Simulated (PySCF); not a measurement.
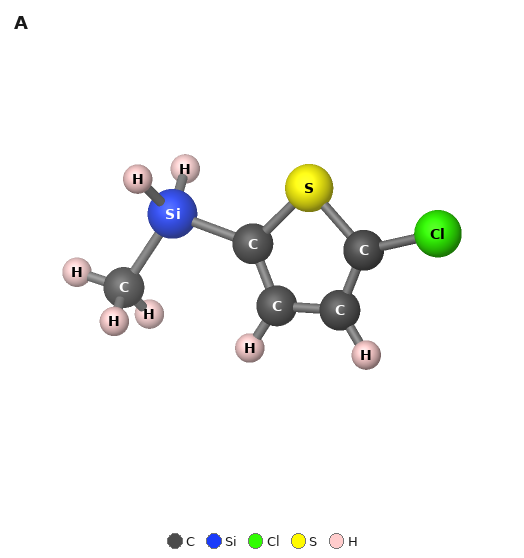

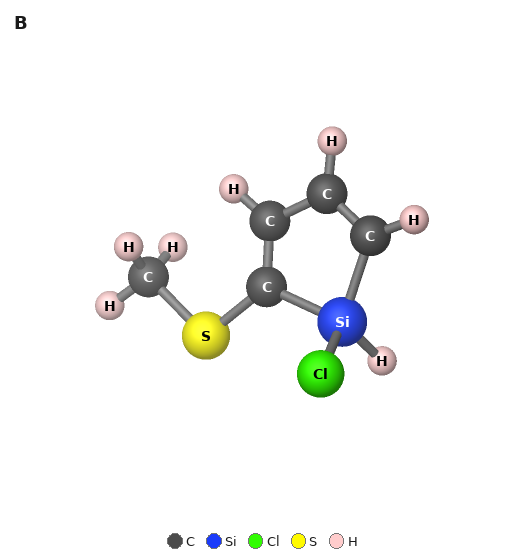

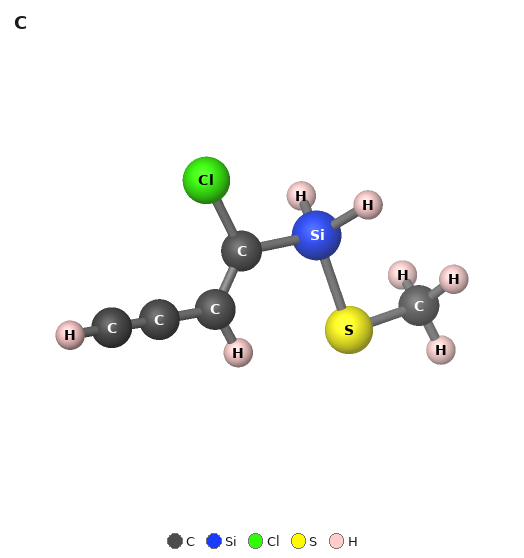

3 stationary structures of one formula. Geometries: GFN2-xTB. Electronic energies: PBE0/def2-SVPD (PySCF 2.14.0), without zero-point energy. No frequency run is at hand to confirm each as a minimum. Each is one conformer, not always the lowest.

Are they conformers, stereoisomers or constitutional isomers?

Answer. They are constitutional isomers of C5H7ClSSi: A `C[SiH2]c1ccc(Cl)s1`, B `CSC1=CC=C[Si@H]1Cl`, C `C#C/C=C(\Cl)[SiH2]SC`.

Which structure is the most stable?

Answer. B is lowest; A lies 48.6 kJ/mol above it, C lies 240.9 kJ/mol above it.

The geometry is semi-empirical. Around Si such bond lengths and angles can be off by a tenth of an ångström or more and by several degrees, and values that hang on the shape move with them.
